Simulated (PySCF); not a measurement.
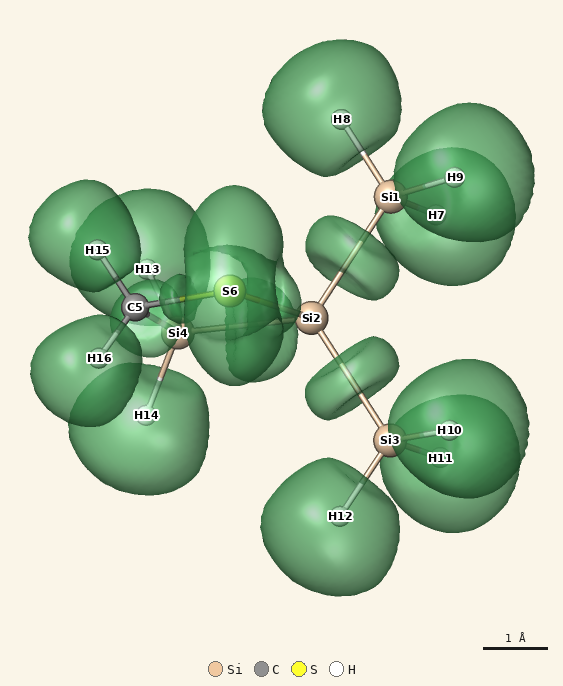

Figure. CH10SSi4 (SMILES [SiH3][Si]1([SiH3])[SiH2]CS1). Isosurface of the ELF at 0.8 (green), seen at a tilt. Only the valence region is drawn (cores and ρ < 0.01 e/Å³ removed).

Geometry: GFN2-xTB.

Theory: PySCF 2.14.0, CAM-B3LYP/def2-SVPD, SCF density, gas phase.

Input file:

```
{"job": {"kind": "uv", "xc": "CAM-B3LYP", "basis": "def2-SVPD", "nstates": 8, "ntriplets": 3}, "charge": 0, "multiplicity": 1}
Si    -0.644757     2.332727    -0.829790
Si     0.228722     0.311164    -0.033484
Si     2.566366     0.175690     0.034281
Si    -1.000074    -1.658642    -0.445300
C     -1.405693    -1.563787     1.425710
S     -0.556086    -0.047656     2.013788
H     -0.217416     2.444400    -2.227948
H     -2.105460     2.435383    -0.812905
H     -0.122080     3.503052    -0.122874
H      3.180712     1.222276     0.852981
H      3.031875     0.363087    -1.343405
H      3.100682    -1.105029     0.503063
H     -2.242797    -1.620523    -1.224555
H     -0.333527    -2.930399    -0.747284
H     -2.463523    -1.454563     1.654214
H     -1.024544    -2.398237     2.010192
```

Launched as:

```sh
OMP_NUM_THREADS=1 python probes_run.py task.json out
```

Identify the bonds, lone pairs and shells in this picture.

The surface consists of one region between bonded C–S atoms (shared pairs), one region between bonded C–Si atoms (shared pairs), three regions between bonded Si–Si atoms (shared pairs), ten regions around hydrogen nuclei and one region on S in which the atom's valence shell and bonds are merged. Along the contacts the grid gives the following. C–S (1.83 Å): the ELF peaks at about 0.90 between the atoms, as expected for localised, covalent bonding. C–Si (1.92 Å): the ELF peaks at about 0.95 between the atoms; a shared electron pair.
